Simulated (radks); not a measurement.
**Atomic calculation, with input and output: Ir**

- system: a free Ir atom in the configuration [Xe] 4f14 5d7 6s2 (high spin).
- method: scalar-relativistic Kohn-Sham, B86b exchange with PBE correlation, spin-polarised, spherical densities, point nucleus (the in-house radial solver radks)

## Output
```
1s      1   1.0000       -2798.27545510
2s      1   1.0000        -489.50173151
2p      1   3.0000        -425.18465543
3s      1   1.0000        -114.48995927
3p      1   3.0000         -95.68707477
3d      1   5.0000         -75.01138645
4s      1   1.0000         -24.42659713
4p      1   3.0000         -18.26099998
4d      1   5.0000         -10.69427709
4f      1   7.0000          -2.28705983
5s      1   1.0000          -3.62152761
5p      1   3.0000          -2.03698682
5d      1   5.0000          -0.29226550
6s      1   1.0000          -0.24835973
1s      2   1.0000       -2798.27553727
2s      2   1.0000        -489.49510600
2p      2   3.0000        -425.17932023
3s      2   1.0000        -114.48771526
3p      2   3.0000         -95.68452312
3d      2   5.0000         -75.00673376
4s      2   1.0000         -24.42024575
4p      2   3.0000         -18.25514017
4d      2   5.0000         -10.68747128
4f      2   7.0000          -2.27604743
5s      2   1.0000          -3.57179857
5p      2   3.0000          -1.97419639
5d      2   2.0000          -0.22514215
6s      2   1.0000          -0.21452102
Etot -17828.9066479481
Ekin 19827.259023608014
Encl -44245.59120374451
Eh 6936.828910544069
Exc -347.40337835567567
err 1.1681786605757265e-08
it 15
```

## Orbitals

```tsv
orbital	occupation	energy (eV)	⟨r⟩ (bohr)	outer maximum (bohr)
1s down	1	−76145.0	0.01743	0.0108
1s up	1	−76145.0	0.01743	0.0108
2s up	1	−13320.0	0.07359	0.0623
2s down	1	−13319.8	0.07359	0.0623
2p up	3	−11569.9	0.06624	0.0514
2p down	3	−11569.7	0.06624	0.0514
3s up	1	−3115.4	0.1904	0.176
3s down	1	−3115.4	0.1904	0.176
3p up	3	−2603.8	0.1913	0.174
3p down	3	−2603.7	0.1913	0.174
3d up	5	−2041.2	0.1733	0.142
3d down	5	−2041.0	0.1733	0.142
4s up	1	−664.682	0.4232	0.397
4s down	1	−664.509	0.4233	0.397
4p up	3	−496.907	0.4505	0.417
4p down	3	−496.748	0.4505	0.417
4d up	5	−291.006	0.4784	0.426
4d down	5	−290.821	0.4783	0.426
5s up	1	−98.547	0.9795	0.892
5s down	1	−97.194	0.9757	0.889
4f up	7	−62.234	0.5360	0.395
4f down	7	−61.934	0.5344	0.395
5p up	3	−55.429	1.136	1.00
5p down	3	−53.721	1.132	1.00
5d up	5	−7.953	1.701	1.30
6s up	1	−6.758	2.846	2.37
5d down	2	−6.126	1.751	1.30
6s down	1	−5.837	2.970	2.44
```

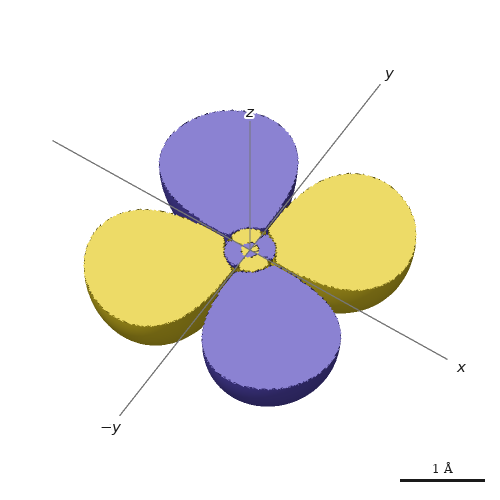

*One occupied orbital of down spin is shown. The surface of constant |ψ| that holds about 95 % of the electron is drawn, yellow where ψ is positive and blue where it is negative, with the half in front of the xy plane cut away and the cut face painted. The radial function comes from the spherical calculation and is multiplied by a real spherical harmonic; the overall sign is chosen so that the largest lobe of P(r) is positive; at the scalar-relativistic level it is the large component.*

It is 5d(xy) of down spin. It has the nodal planes xz and yz and 2 radial nodes, at r = 0.200 and 0.586 bohr. The outermost maximum of P² lies at 1.30 bohr, ⟨r⟩ = 1.75 bohr, 90 % of the charge lies within 2.80 bohr, and the eigenvalue is −6.13 eV, with 2 electrons in the shell for this spin.

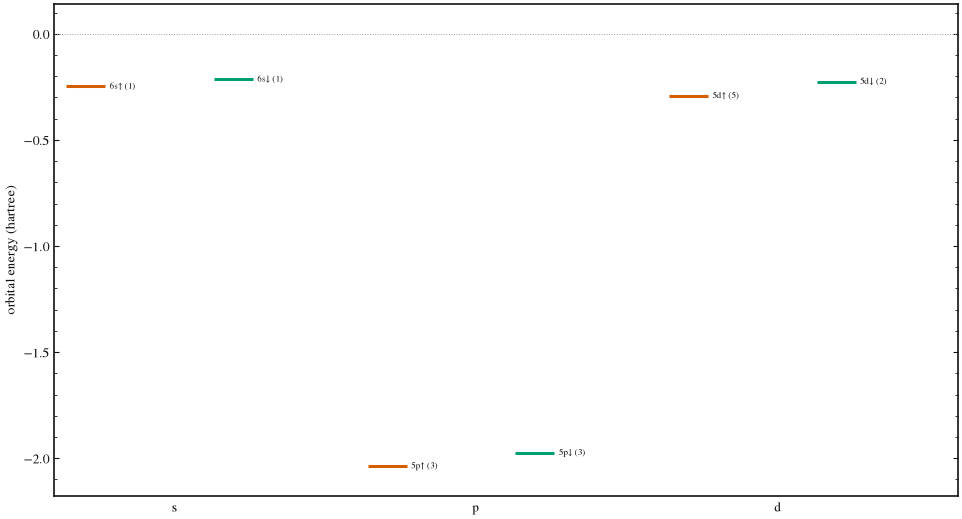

*The outer levels are drawn by angular momentum (occupations in brackets, up spins at the left of each column and down spins at the right).*

The highest occupied level is 6s down at −0.215 hartree. The highest 4 occupied levels, from the top down, are 6s down (−0.215 hartree), 5d down (−0.225 hartree), 6s up (−0.248 hartree), 5d up (−0.292 hartree). The largest exchange splitting (down less up) among the shells drawn in both spins is that of 5d, 0.0671 hartree. The open 5d shell lies under a filled one.

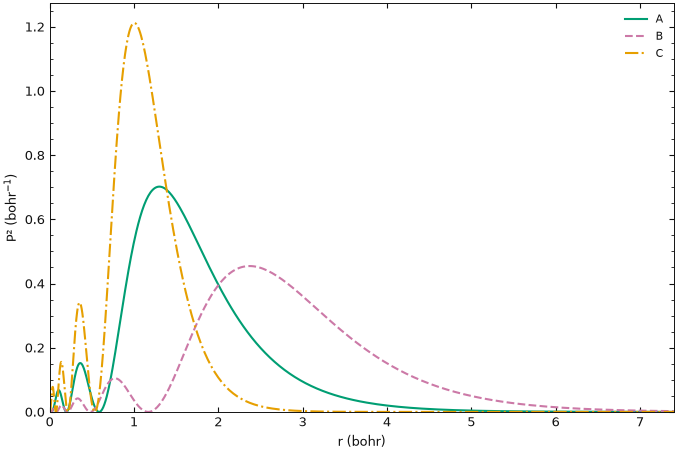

*The radial probability densities P² of 6s up, 5p up and 5d up.*

A is 5d up; B is 6s up; C is 5p up. 5p up: outer maximum at 1.00 bohr, ⟨r⟩ = 1.14 bohr, 3 nodes, eigenvalue −55.4 eV; 5d up: outer maximum at 1.30 bohr, ⟨r⟩ = 1.70 bohr, 2 nodes, eigenvalue −7.95 eV; 6s up: outer maximum at 2.37 bohr, ⟨r⟩ = 2.85 bohr, 5 nodes, eigenvalue −6.76 eV. The innermost lobes are too small to be seen at this scale.

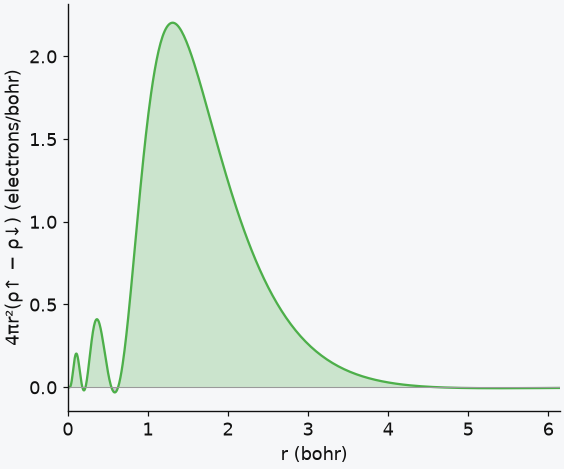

*The radial spin density.*

The curve integrates to 3 unpaired electrons, held by 5d (+3). Its largest value, 2.20 electrons/bohr, lies near r = 1.3 bohr. Regions of the opposite sign hold 0.015 electrons in all, from the polarisation of filled shells.

## The input
```
Z 77
configuration [Xe] 4f14 5d7 6s2
relativity scalar-relativistic
functional b86_mgc,pbe
spin polarised
nucleus point
c 137.035999084
```

Energies in input and log are in hartree, lengths in bohr.

## Summary

```
                       quantity                      value
                        outcome                  converged
                   total energy        −17828.9066 hartree
                 kinetic energy         19827.2590 hartree
        electron–nucleus energy        −44245.5912 hartree
                 Hartree energy          6936.8289 hartree
    exchange–correlation energy        −347.403378 hartree
radius at density 0.001 e/bohr³                  4.52 bohr
                 SCF iterations                         15
                       hardware  1 CPU thread, shared host
```
